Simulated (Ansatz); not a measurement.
Process, species as SMILES: FC(=C)F + 4 [H][H] (H2) → 2 C (CH4) + 2 F (HF)
B3LYP-D3(BJ)/def2-TZVP geometries, fixed; electronic energies without zero-point terms.

Basis-set convergence of the energy of full hydrogenation at PBE with Ansatz (a program for electronic structure). Cartesian d functions, on some or all atoms, in 6-31G**, 6-31+G*; all else is spherical. The program fits the integrals of some runs and decomposes those of others, by size. No added dispersion term, no relativity. Functions are those of the species that has most. Reference: the value in aug-cc-pVQZ, -95.03 kcal/mol, itself unsure by roughly 0.34 kcal/mol (its mean distance from def2-QZVPPD, pcseg-3, def2-QZVPP). Deviations are taken from unrounded values.

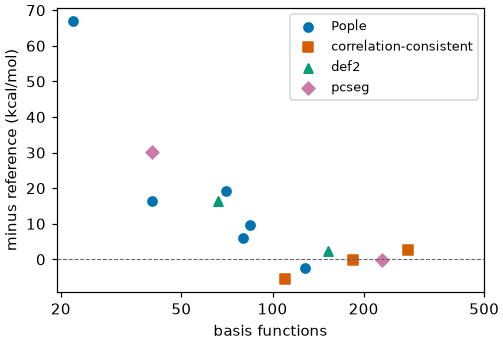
Figure: Deviation from the reference against the number of basis functions, by family of sets.

```tsv
basis	functions	energy of full hydrogenation (kcal/mol)	minus reference (kcal/mol)
STO-3G	22	-27.96	67.07
6-31G	40	-78.52	16.51
pcseg-0	40	-64.89	30.14
def2-SVP	66	-78.75	16.28
6-31G**	70	-75.90	19.13
6-31+G*	80	-89.13	5.91
6-311G**	84	-85.39	9.64
aug-cc-pVDZ	110	-100.59	-5.55
6-311++G(2d,2p)	128	-97.58	-2.55
def2-TZVPP	152	-92.55	2.48
jun-cc-pV(T+d)Z	184	-95.29	-0.25
aug-pcseg-2	230	-95.28	-0.24
cc-pVQZ	280	-92.31	2.72
```
